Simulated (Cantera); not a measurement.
Input: 1 mol CO2, 0.054 mol O2, 0.34 mol N2, 0.035 mol SO2, at 0.263 Torr.

Method: chemical equilibrium by Gibbs-energy minimisation in Cantera with the NASA 1993 tables (ideal gas, pure condensed phases). Candidate condensed phases: C, S; 35 gas species. Kinetics and transport are ignored.

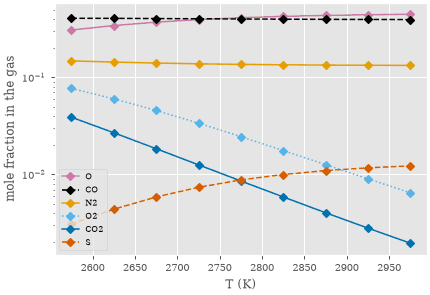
Equilibrium gas composition (values under 1e-9 drawn at 1e-9)

Task: Read off the mole fractions at 2775 K.

Result: O about 0.41, CO about 0.40, N2 about 0.14, O2 about 0.025, S about 0.0088, CO2 about 0.0086.
